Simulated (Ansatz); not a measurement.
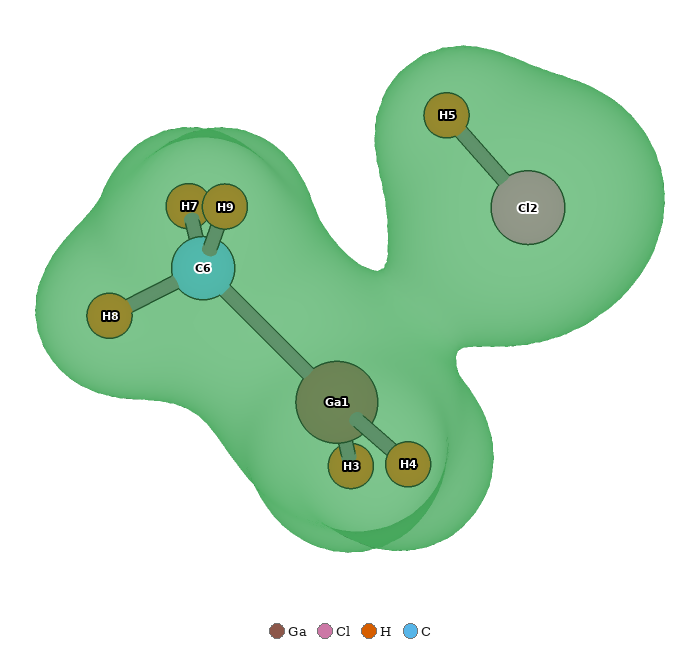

The picture shows: CH₅Ga···HCl. Isosurface of the total electron density at 0.1 e/Å³ (green), seen at a tilt.

The calculation used Ansatz 0.2.0, RKS CAM-B3LYP/def2-SVP.

```xyz
9

Ga   -0.8501    0.1803   -0.7437
Cl   -1.1336   -1.7124    1.3694
H    -1.0653   -0.8656   -1.8942
H    -2.0480    1.0836   -0.2819
H     0.0385   -1.4442    1.8384
C     0.9845    0.6115   -0.1472
H     1.6522   -0.2632   -0.1828
H     1.4154    1.3686   -0.8240
H     1.0064    1.0413    0.8661
```

### Which contacts does the surface bridge?

At this value the surface is in one piece. It bridges the sampled Ga···Cl (2.85 Å), C–Ga (1.98 Å), C–H (1.10 Å) and Cl–H (1.29 Å) contacts, where the density stays above the isovalue. On the grid the lowest density along these lines, outside the cores, is 0.14 e/Å³ (Ga···Cl, 2.85 Å), 0.76 e/Å³ (C–Ga, 1.98 Å), 1.8 e/Å³ (C–H, 1.10 Å) and 1.6 e/Å³ (Cl–H, 1.29 Å).
